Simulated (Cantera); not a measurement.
Input: 1 mol Si, a varied amount of HCl, 43 mol N2, at 1127 °C and 750 Torr.

Equilibrium computed with Cantera from the NASA thermochemical tables; the gas is ideal and each condensed phase is pure. Candidate condensed phases: NH4Cl, Si, Si3N4; 28 gas species. N2 is the only nitrogen source here; it is nearly inert below about 1500 K, so the nitride shown seldom forms there in practice. The tables' values for SiCl3 are old estimates; treat these amounts as uncertain. Rates play no part.

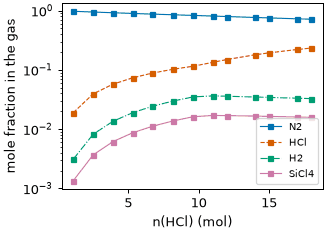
*Equilibrium gas composition (values under 1e-9 drawn at 1e-9)*

From 1.1 mol HCl to 9.6 mol HCl the condensed part is Si3N4(s). From 11 mol HCl to 18 mol HCl nothing is condensed. The main Si-bearing gas is SiCl4 throughout.
